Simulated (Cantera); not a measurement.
Feed: 1 mol Si(CH₃)₄, 0.52 mol CH₄, 2.5 mol H₂, held at 0.100 bar.

Equilibrium computed with Cantera from the NASA thermochemical tables; the gas is ideal and each condensed phase is pure. Candidate condensed phases: C, C₆H₆, C₇H₈, C₈H₁₈, Si, SiC; 87 gas species. The numbers say what is thermodynamically allowed, not how fast it happens.

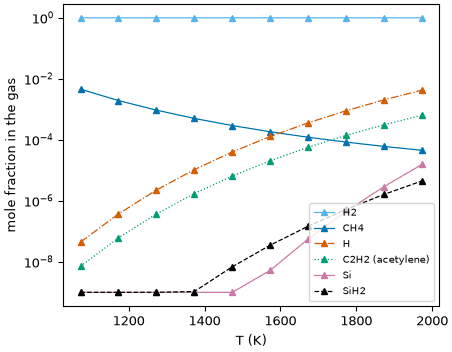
Figure. Equilibrium gas composition (values under 1e-9 drawn at 1e-9)

Task: Read off the mole fractions at 1273 K.

Result: H₂ about 1.00, CH₄ about 0.00094, H about 2.3e-6, C₂H₂ (acetylene) about 3.7e-7.
